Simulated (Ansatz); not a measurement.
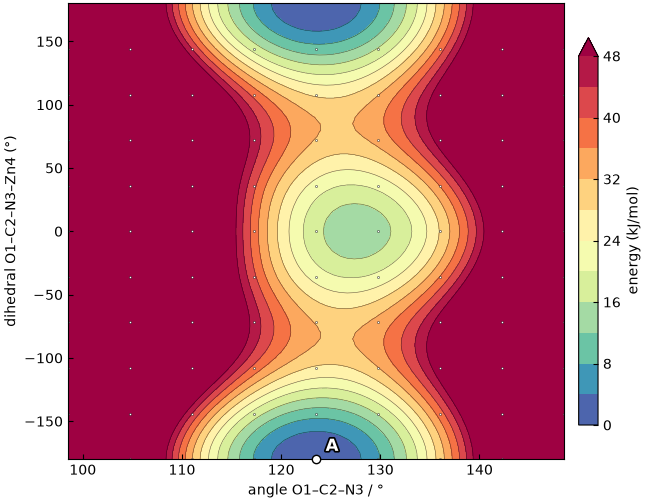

CH₃NOZn, SMILES OC=[N][ZnH]. 
- Coordinates scanned: (1) angle O1–C2–N3; (2) dihedral O1–C2–N3–Zn4.
- Nothing is relaxed (all other coordinates rigid).
- The scan uses a 9 × 10 grid; 54 points were computed and 36 follow by symmetry.
- Energies are in kJ/mol, from the lowest grid point.
- The dihedral twists a double bond; near 90° a spin-restricted reference is unreliable.
- These are results of Ansatz, RKS B3LYP-D4/def2-TZVP, not measurements.

In the figure: filled contours, dots at the grid points, one colour for all values above the top of the scale, the well A. Between grid points the surface is interpolated.

Question: Estimate the position of the minimum and the force constants in these coordinates. Take the well at A.

Answer: The interpolated minimum is at angle O1–C2–N3 ≈ 123.5°, dihedral O1–C2–N3–Zn4 ≈ −180°. The curvatures there are about 13 eV/rad² and 0.59 eV/rad², with a cross term of about 0 eV/rad². Round the minimum the two coordinates are nearly uncoupled. (1 eV is 96.5 kJ/mol.)
